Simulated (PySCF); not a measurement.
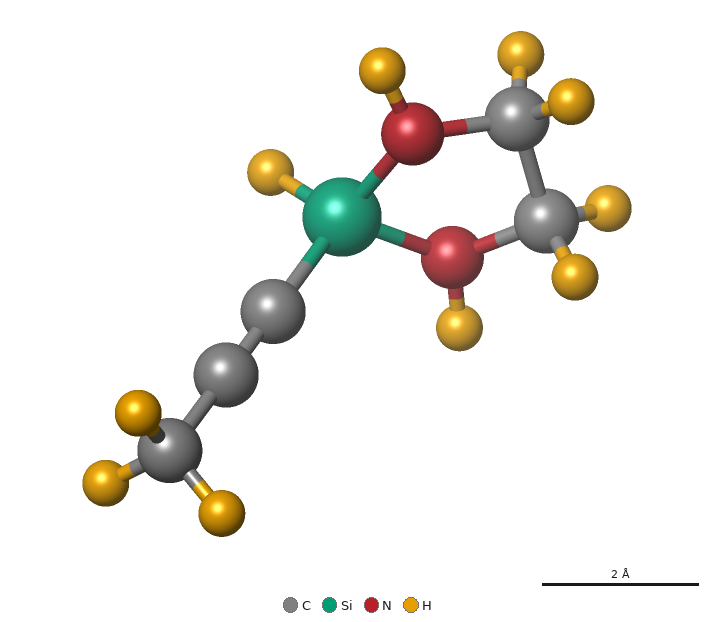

A ball-and-stick model of a molecule. Every bond is drawn as one stick, whatever its order.

Computed geometry: GFN2-xTB optimisation. No frequency run is at hand to confirm it as a minimum.

Description:

Formula C5H10N2Si. Its SMILES string is `CC#C[SiH]1NCCN1`. Independent rings (smallest set): 1 of 5 members. Among its groups: alkyne, Si–H bond, Si–N bond. Coordination, clear cases only: 3 C tetrahedral; 2 C linear.

The parts below concern this one geometry. Atoms keep their numbers from picture to picture.

### Geometry

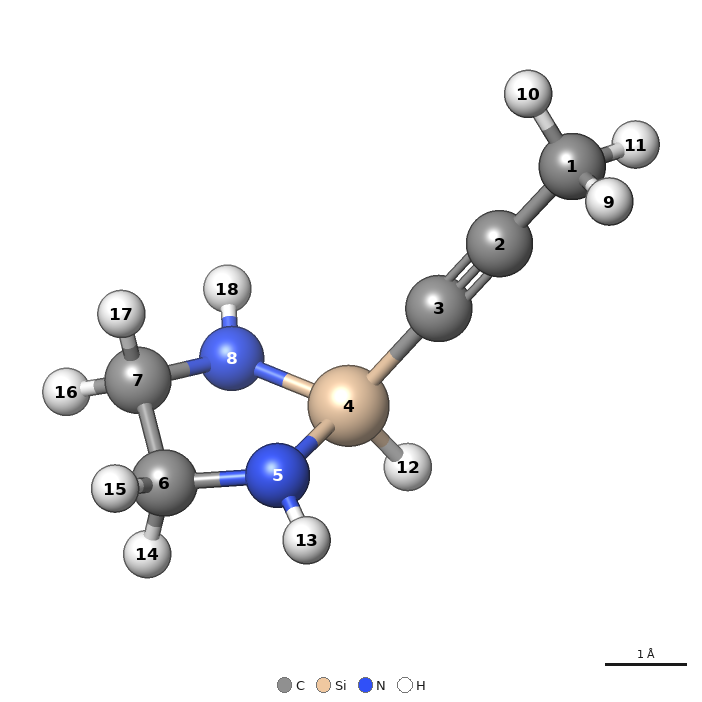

Numbered structure. No frequency run is at hand to confirm it as a minimum.

List the bonds and their lengths. Leave out bonds to hydrogen.

| bond | length (Å) | order |
| --- | --- | --- |
| C1–C2 | 1.447 | single |
| C2–C3 | 1.205 | triple |
| C3–Si4 | 1.849 | single |
| Si4–N5 | 1.724 | single |
| Si4–N8 | 1.724 | single |
| N5–C6 | 1.445 | single |
| C6–C7 | 1.528 | single |
| C7–N8 | 1.446 | single |

### Excitation

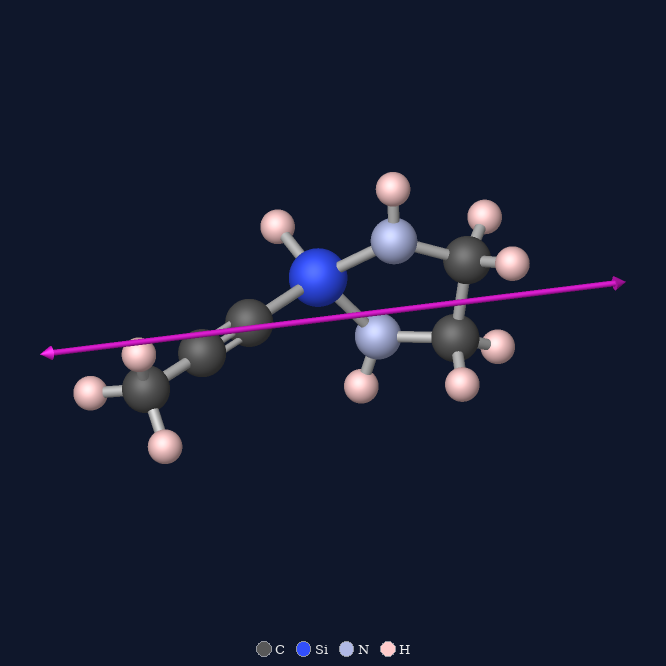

The double arrow shows the direction of the transition dipole to excited singlet state 2 (its length means nothing). No frequency run is at hand to confirm it as a minimum. Method: TDDFT PBE0/def2-SVPD, vertical, gas phase, core orbitals frozen in the response (PySCF 2.14.0).

> Give its energy, strength and character.

5.60 eV (222 nm), oscillator strength 0.020, mainly HOMO−1 → LUMO (weight 0.87); transition dipole 0.97 D.

### Polarisability

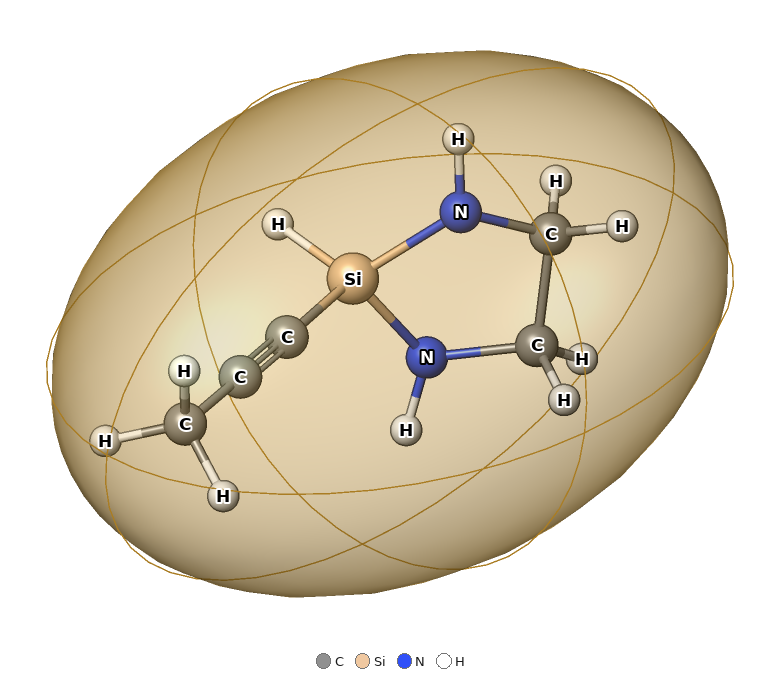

The ellipsoid shows the static dipole polarisability: its half-axes are proportional to the principal values. No frequency run is at hand to confirm it as a minimum. Computed with PBE0/def2-SVPD (PySCF 2.14.0).

> Give the principal values, the mean and the anisotropy.

Principal values 80.3, 83.0, 132.0 bohr³; mean 98.4 bohr³ (14.59 Å³); anisotropy 50.4 bohr³, so the longest axis is 1.64 times the shortest.

### Charges

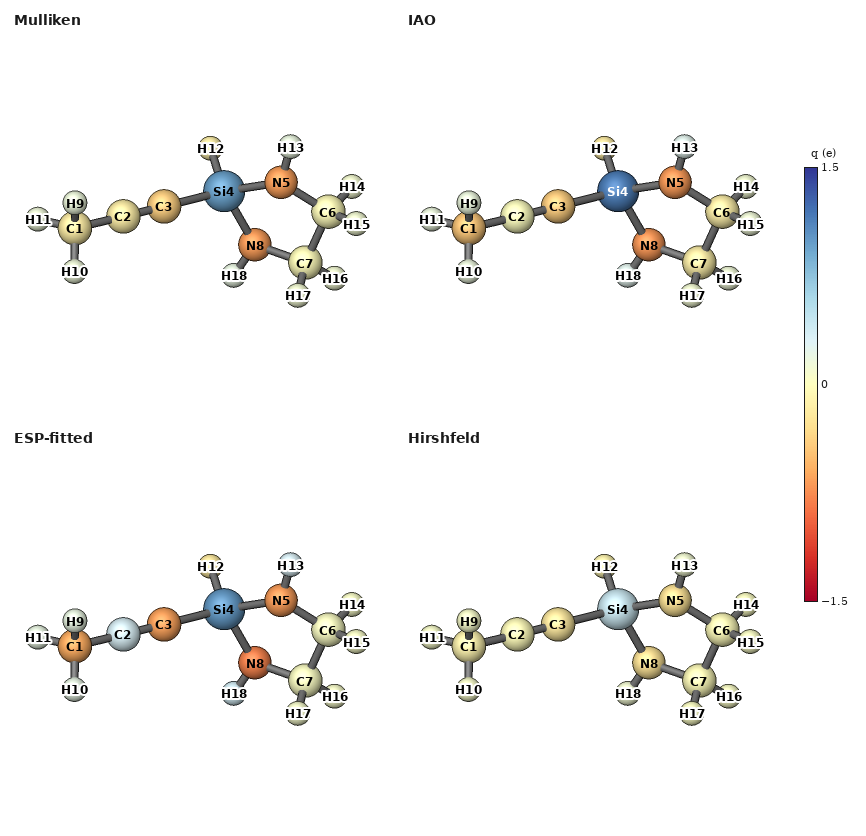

Atomic charges of one calculation by 4 schemes, on one colour scale. No frequency run is at hand to confirm it as a minimum. Level of theory: PBE0/pcSseg-1 (PySCF 2.14.0).

> On which atom do the schemes disagree most?

On Si4 (from 0.42 to 1.14 e).

List the charges (e), one line for each set of equivalent atoms.

```csv
atom,Mulliken,IAO,ESP-fitted,Hirshfeld
C1,−0.16,−0.44,−0.61,−0.09
C2,−0.14,0.00,0.33,−0.03
C3,−0.40,−0.41,−0.65,−0.19
Si4,0.95,1.14,0.99,0.42
N5,−0.67,−0.69,−0.67,−0.25
C6,−0.03,−0.14,0.03,−0.03
C7,−0.03,−0.14,0.03,−0.03
N8,−0.67,−0.69,−0.79,−0.25
H9,0.15,0.17,0.20,0.06
H10,0.15,0.17,0.20,0.06
H11,0.15,0.17,0.19,0.06
H12,−0.13,−0.17,−0.19,−0.09
H13,0.19,0.26,0.32,0.12
H14,0.10,0.11,0.05,0.03
H15,0.12,0.14,0.06,0.04
H16,0.12,0.13,0.06,0.04
H17,0.11,0.12,0.07,0.03
H18,0.19,0.26,0.37,0.12
```

Mulliken values depend strongly on the basis set and can even reverse the polarity of a bond. The geometry is semi-empirical. Around Si such bond lengths and angles can be off by a tenth of an ångström or more and by several degrees, and values that hang on the shape move with them.
